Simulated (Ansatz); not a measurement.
# InF (SMILES [F][In]): levels of theory compared

Wanted: a comparison of 6 runs (HF/STO-3G, B2PLYP/STO-3G, BLYP/STO-3G, wB97M-V/STO-3G, wB97X/STO-3G, CCSD(T)/STO-3G) of InF. 

The results are computed with Ansatz 0.2.0.

39 further runs of the same task are left out: 3 that didn't finish, 36 set aside as unsound or not needed.

**1. The molecule**

The species is InF (2 atoms), meant as a singlet with charge 0. As SMILES, `[F][In]`. The In2–F1 distance was set to 3.987 Å, away from the relaxed value.

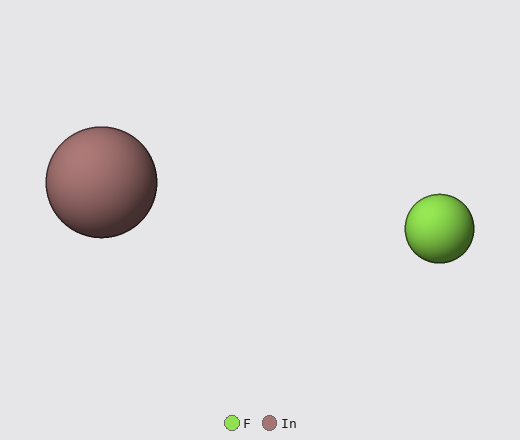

The structure, seen from a chosen angle (fluorine green, indium brown).

**2. A single-point energy at HF/STO-3G (run 1)**

job.yaml

```yaml
crystal:
  periodic: [false, false, false]
  atoms:
    - {symbol: F, position_ang: [0.000000, 0.000000, -1.977720]}
    - {symbol: In, position_ang: [-0.000000, -0.000000, 2.009580]}
basis:
  gaussian: {orbitals: STO-3G}
hamiltonian: {xc: hf}
accuracy: high
```

Run with:

```bash
ansatz run job.yaml --threads 1 --pin off --max-ram 3480MiB --events-out events.jsonl --progress --plain --runs-dir runs
```

The program printed:

```text
Warning: RAYON_NUM_THREADS=1 ignored (pool sized by the plan → 1); use --threads N
Functional definition: HF
  name "HF"
  exchange = exact_x
  correlation = 0
540 factors; integrals over basis functions are off by at most 6.8e-9 eV
mean field evaluation 1: about -157294.7159 eV, gradient 3.5e0 eV
mean field evaluation 2: about -157294.7295 eV, gradient 3.5e0 eV
mean field evaluation 4: about -157295.5294 eV, gradient 6.0e0 eV
mean field evaluation 8: about -157295.5294 eV, gradient 6.0e0 eV
mean field evaluation 16: about -157297.2717 eV, gradient 2.0e-8 eV
mean field evaluation 32: about -157290.9198 eV, gradient 2.5e1 eV
mean field -157297.27167757 eV, -5780.5681142306 hartree, gradient 1.9e-8 eV, S^2 0.000000; 1 other end points of the search recorded, 0 dependent functions left out
reference -157297.27167757 eV, -5780.5681142306 hartree; 29, 29 occupied and 3, 3 virtual orbitals, 540 factors
Total energy: -157297.27167757 eV, -5780.5681142306 hartree
```

Run time: 0.4 s. Hardware: 1 thread of Arm Neoverse V2, shared host.

**3. A single-point energy at B2PLYP/STO-3G (run 2)**

job.yaml, as its differences from that of step 2:

```diff
@@ -6,4 +6,8 @@
 basis:
-  gaussian: {orbitals: STO-3G}
-hamiltonian: {xc: hf}
+  gaussian:
+    orbitals: STO-3G
+hamiltonian:
+  xc: {name: B2PLYP}
 accuracy: high
+correlation:
+  frozen_orbitals: {F: 1, In: 18}
```

Run with:

```bash
ansatz run job.yaml --threads 1 --pin off --max-ram 3480MiB --events-out events.jsonl --progress --plain --runs-dir runs
```

The program printed (excerpt; [...] marks lines left out):

```text
Warning: RAYON_NUM_THREADS=1 ignored (pool sized by the plan → 1); use --threads N
Functional definition: B2PLYP
  name "B2PLYP"
[...]
540 factors; integrals over basis functions are off by at most 6.8e-9 eV
[...]
mean field -157345.55862516 eV, -5782.3426268245 hartree, gradient 1.9e-8 eV, S^2 0.000000; 4 other end points of the search recorded, 0 dependent functions left out; unrestricted orbitals would lower it
19 core orbitals not correlated: weight in the atoms' cores, before any rotation towards them, 1.000 or more for the frozen orbitals, at most 0.000 for the correlated occupied ones
reference -157345.55864072 eV, -5782.3426273961 hartree; 10, 10 occupied and 3, 3 virtual orbitals, 540 factors
second order -9.18436381 eV of doubles, -0.00000000 eV of singles
Total energy: -157348.03841895 eV, -5782.4337575652 hartree
```

Run time: 2 s. Hardware: 1 thread of Arm Neoverse V2, shared host; peak memory 0.11 GiB.

Runs 3 to 4 aren't shown in full; the table further down has their settings and results.

**4. The energy at wB97X/STO-3G (run 5)**

run.yaml

```yaml
crystal:
  periodic: [false, false, false]
  atoms:
    - {symbol: F, position_ang: [0.000000, 0.000000, -1.977720]}
    - {symbol: In, position_ang: [-0.000000, -0.000000, 2.009580]}
basis:
  gaussian:
    orbitals: STO-3G
hamiltonian:
  xc: {name: wB97X}
accuracy: high
```

Run with:

```bash
ansatz run run.yaml --threads 1 --pin off --max-ram 3480MiB --events-out events.jsonl --progress --plain --runs-dir runs
```

The program printed (excerpt; [...] marks lines left out):

```text
Warning: RAYON_NUM_THREADS=1 ignored (pool sized by the plan → 1); use --threads N
Functional definition: wB97X
  name "wB97X"
[...]
      + exact_x_lr(omega)
[...]
      + integral(e_c_pw_opposite_spin*poly(b97_u_opposite, 1, cos1, cos2, cos3, cos4))
540 factors; integrals over basis functions are off by at most 6.8e-9 eV
114 factors; integrals over basis functions are off by at most 1.0e-9 eV
[...]
mean field -157365.02404396 eV, -5783.0579677711 hartree, gradient 2.0e-8 eV, S^2 0.000000; 2 other end points of the search recorded, 0 dependent functions left out
reference -157365.02404259 eV, -5783.0579677208 hartree; 29, 29 occupied and 3, 3 virtual orbitals, 540 factors
Total energy: -157365.02404259 eV, -5783.0579677208 hartree
```

Wall time 4.5 s (1 thread of Arm Neoverse V2, shared host); peak memory 0.21 GiB.

**5. A single-point energy at CCSD(T)/STO-3G (run 6)**

run.yaml, as its differences from that of step 4:

```diff
@@ -6,6 +6,5 @@
 basis:
-  gaussian:
-    orbitals: STO-3G
-hamiltonian:
-  xc: {name: wB97X}
+  gaussian: {orbitals: STO-3G}
 accuracy: high
+scf: {omitted_lower_state_checks: [cluster_reference, increment]}
+correlation: {method: ccsd_t, frozen_orbitals: {F: 1, In: 18}}
```

Run with:

```bash
ansatz run run.yaml --threads 1 --pin off --max-ram 3480MiB --events-out events.jsonl --progress --plain --runs-dir runs
```

The program printed:

```text
Warning: RAYON_NUM_THREADS=1 ignored (pool sized by the plan → 1); use --threads N
[... 13 lines left out ...]
19 core orbitals not correlated: weight in the atoms' cores, before any rotation towards them, 1.000 or more for the frozen orbitals, at most 0.000 for the correlated occupied ones
[... 37 lines left out ...]
WARN: these amplitudes may be one of several solutions (largest doubles amplitude 1.14, level shift 12.95 eV)
Total energy: -157303.34452273 eV, -5780.7912871739 hartree
Checks for a lower state left out: cluster_reference, increment
```

It took 0.6 s on 1 thread of Arm Neoverse V2, shared host.

**6. All runs side by side**

| run | level | frozen core orbitals | energy (Eh) | wall time |
| --- | --- | --- | --- | --- |
| 1 | HF/STO-3G | – | -5780.568114 | 0.4 s |
| 2 | B2PLYP/STO-3G | 19 | -5782.433758 | 2 s |
| 3 | BLYP/STO-3G | – | -5782.810256 | 2.2 s |
| 4 | wB97M-V/STO-3G | – | -5783.041159 | 12 s |
| 5 | wB97X/STO-3G | – | -5783.057968 | 4.5 s |
| 6 | CCSD(T)/STO-3G | 19 | -5780.791287 | 0.6 s |

**7. Outcome**

```
                                           quantity           value
                                run 6: total energy  -5780.79129 Eh
run 6: correlation energy (19 core orbitals frozen)      -223.2 mEh
                              run 6: (T) correction       -0.20 mEh
                               run 6: T1 diagnostic           0.104
```

**Reading.** Totals of different functionals can't be ranked against each other. In run 6 the T1 diagnostic is large, so a single reference may not serve. In runs 2, 6 the log says that unrestricted orbitals would lower the reference, so the values rest on an unstable closed-shell determinant (other closed-shell runs at this shape may share the fault). In runs 1, 2, 3, 4, 5, 6 the basis is minimal, so the values are rough. In runs 1, 2, 3, 4, 5, 6 relativity is left out where basis or elements ask for it. All runs together took 22 s, the longest 12 s.
